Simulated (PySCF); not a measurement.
# Cl3H3HfN (Hf(Cl)3(NH3)+): the cost of one run

Program: PySCF 2.14.0. Level of theory: PBE0, Hf def2-SVP with ECP60, Cl def2-SVP, N def2-SVP, H def2-SVP; scalar-relativistic core potentials, no spin–orbit coupling. These are calculated values, not measurements.

1 further run of the same task is left out (for a known fault of the program).

## Step 1: Where the work starts

8 atoms, charge 1, spin multiplicity 1.

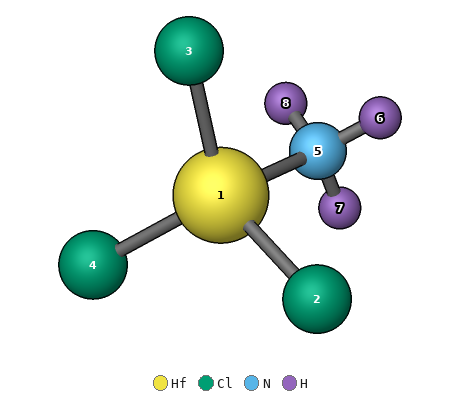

The structure; hafnium yellow, chlorine teal, nitrogen blue, hydrogen purple; atoms are numbered from 1 in the order of the file.

Geometry (Å):

```
atom    x (Å)    y (Å)    z (Å)
 Hf1  -0.0096   0.0096  -0.0096
 Cl2   1.1924   1.5548   1.1924
 Cl3  -1.5548  -1.1924   1.1924
 Cl4   1.1924  -1.1924  -1.5548
  N5  -1.3192   1.3192  -1.3192
  H6  -1.9397   1.9397  -0.7821
  H7  -0.7821   1.9397  -1.9397
  H8  -1.9397   0.7821  -1.9397
```

Formal oxidation states: Hf +4. An earlier session relaxed this geometry at PBE0, Hf def2-SVP with ECP60, Cl def2-SVP, N def2-SVP, H def2-SVP (singlet, point group C3v).

Its energy there is -1484.192093 Eh.

## Step 2: One electron removed, multiplicity 2

Input file run.py (the lines that set the calculation):

```python
mol = gto.M(atom='''
Hf    -0.00959     0.00959    -0.00959
Cl     1.19235     1.55483     1.19235
Cl    -1.55483    -1.19235     1.19235
Cl     1.19235    -1.19235    -1.55483
N     -1.31916     1.31916    -1.31916
H     -1.93972     1.93972    -0.78206
H     -0.78206     1.93972    -1.93972
H     -1.93972     0.78206    -1.93972''',
    basis={'Hf': 'def2-SVP', 'Cl': 'def2-SVP', 'N': 'def2-SVP', 'H': 'def2-SVP'},
    ecp={'Hf': 'def2-SVP'},
    charge=2, spin=1)
mf = dft.UKS(mol, xc='PBE0')
mf.grids.atom_grid = (50, 194)
mf = mf.density_fit()  # fitting sets: Hf def2-universal-JKFIT, Cl def2-universal-JKFIT, N def2-universal-JKFIT, H def2-universal-JKFIT
mf.conv_tol = 1e-08; mf.max_cycle = 55
mf.kernel(dm0)  # dm0: the density of the relaxed state
```

Started as:

```console
$ OMP_NUM_THREADS=2 python run.py
```

**Question.** How long does this run take on 2 threads of Arm Neoverse V1, shared host?

About 4.4 s.
